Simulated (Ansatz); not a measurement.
# F3H3OSi2: what the fields show

Input file:

```
crystal:
  periodic: [false, false, false]
  atoms:
    - { symbol: Si, position_ang: [0.0, 0.0, 0.0] }
    - { symbol: O, position_ang: [0.0, 0.0, 1.68] }
    - { symbol: Si, position_ang: [-1.3147, -0.4067, 2.6436] }
    - { symbol: H, position_ang: [-2.239, -1.2403, 1.8804] }
    - { symbol: H, position_ang: [-0.8506, -1.1432, 3.8157] }
    - { symbol: H, position_ang: [-1.9987, 0.8095, 3.0733] }
    - { symbol: F, position_ang: [1.4994, 0.0, -0.5295] }
    - { symbol: F, position_ang: [-0.7489, 1.2974, -0.5295] }
    - { symbol: F, position_ang: [-0.7489, -1.2974, -0.5295] }
basis:
  gaussian: { orbitals: "6-31G" }
hamiltonian:
  xc: pbe0
relax:
  f_tol: 0.02
  max_steps: 40
output:
  orbitals: {}
```

Run with:

```sh
ansatz run input.yaml --threads 1 --pin off --max-ram 2048MiB --backend cpu --events-out ev --progress --plain --runs-dir out
```

The fields are those of the run's last geometry, not of the input's.

Method: RKS PBE0/6-31G in Ansatz.

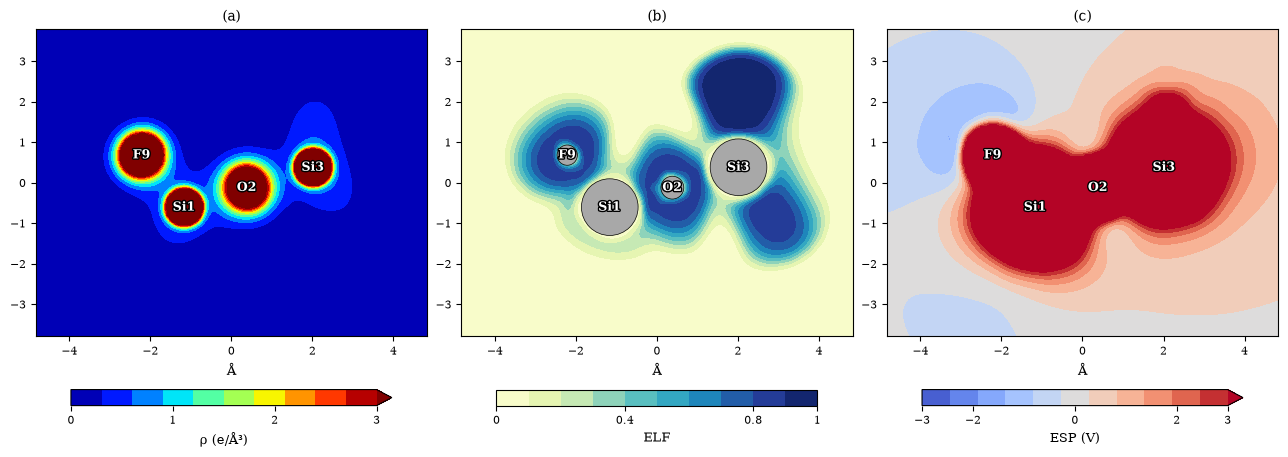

Figure 1. (a) electron density; (b) electron localisation function; (c) electrostatic potential on the plane of atoms O2, Si1 and F9. Grey discs cover the atomic cores in the ELF map.

> Interpret the plot.

Atoms in the plane: Si, O and F. Si–O (1.62 Å): ρ is about 0.97 e/Å³ halfway; the ELF peaks at about 0.85 between the atoms: a polar covalent bond. Si–F (1.66 Å): ρ is about 0.85 e/Å³ halfway; the ELF peaks at about 0.80 in the valence shell of F, 0.5 Å from its nucleus, and is about 0.45 at the midpoint. Si–O (1.71 Å): ρ at the midpoint is about 0.78 e/Å³; the ELF peaks at about 0.85 between the atoms; a shared but strongly polarised pair. The ELF also peaks beside O2 and F9, away from the bonds: lone-pair regions. Outside the dense part of the molecule the potential is most negative (−1.4 V) near F9.

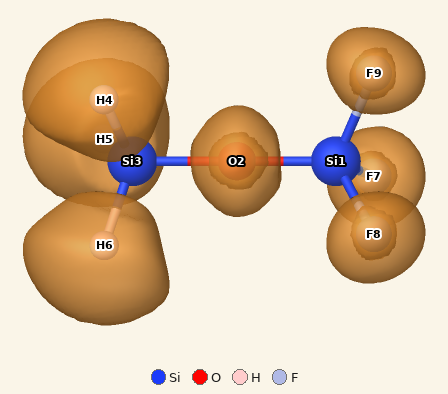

Figure 2. Isosurface of the ELF at 0.75 (orange), seen from one side. Only the valence region is drawn (cores and ρ < 0.01 e/Å³ removed).

> Describe the localisation domains.

At this value the surface marks out three regions around hydrogen nuclei, three regions wrapped around F (its lone pairs, merged into a ring or cap) and one region wrapped around O (its lone pairs, merged into a ring or cap).

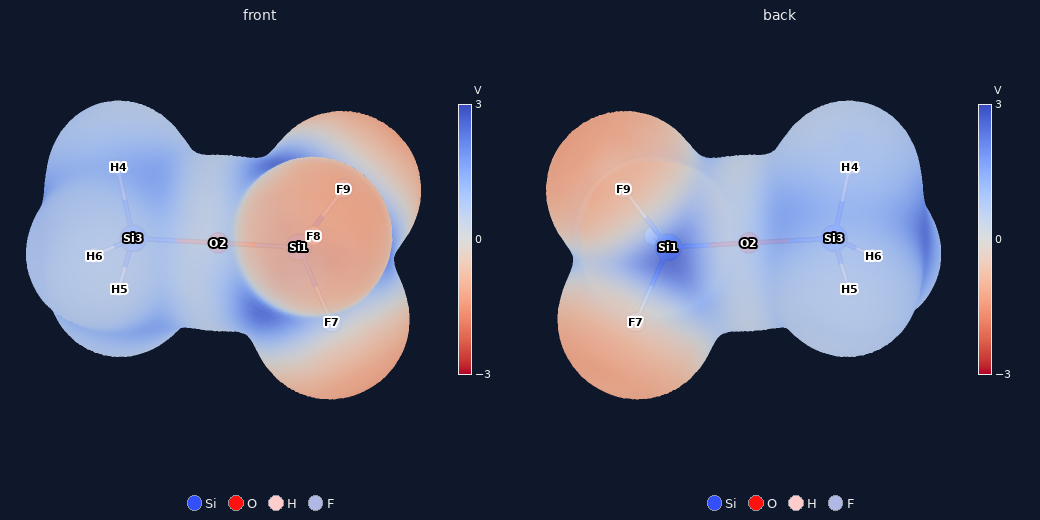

Figure 3. The electrostatic potential painted on the density surface at 0.002 e/bohr³, seen from the front and from behind; the colour scale runs from red (negative) to blue (positive).

> Which sites attract a positive test charge, and which a negative one?

A positive charge is drawn to the negative regions and a negative charge to the positive ones. The most negative region (about −1.2 V) lies over F7, F8 and F9, the most positive (about +2.4 V) over Si1 and Si3.
